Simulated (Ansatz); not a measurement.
# Direct or indirect: CdS (P6_3mc)

```yaml
crystal:
  lattice:
    - [4.15000, 0.00000, 0.00000]
    - [-2.07500, 3.59401, 0.00000]
    - [0.00000, 0.00000, 6.73700]
  atoms:
    - { symbol: Cd, position: [0.66667, 0.33333, 0.50000] }
    - { symbol: Cd, position: [0.33333, 0.66667, 0.00000] }
    - { symbol: S, position: [0.66667, 0.33333, 0.87500] }
    - { symbol: S, position: [0.33333, 0.66667, 0.37500] }
```

Method: Ansatz, PBE, independent particles, without spin-orbit coupling, line width 0.1 eV (Gaussian). The band structure gives a fundamental gap of 1.20 eV. The spectrum of vertical transitions near the edge:

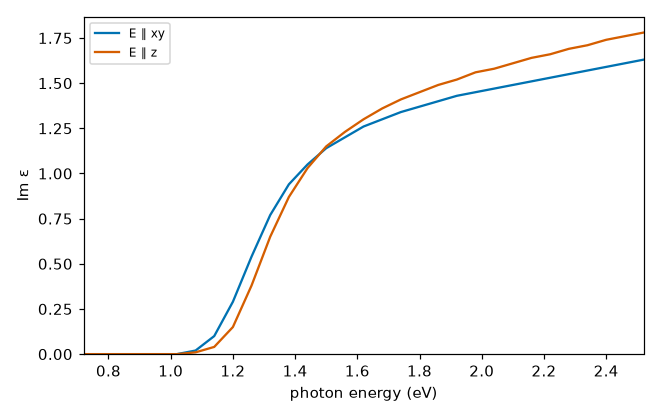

Q: Is the gap direct or indirect, and about where do vertical transitions set in?

A: Direct: the band path has its least direct gap at the fundamental one, 1.20 eV, and the curves rise from there. Lines are broadened by 0.1 eV, which spreads the edge.

[Logs are printed without paths, hosts, clocks, repeated set-up lines and the standing remarks that a program may print on its own settings, such as how far it seeks lower states.]
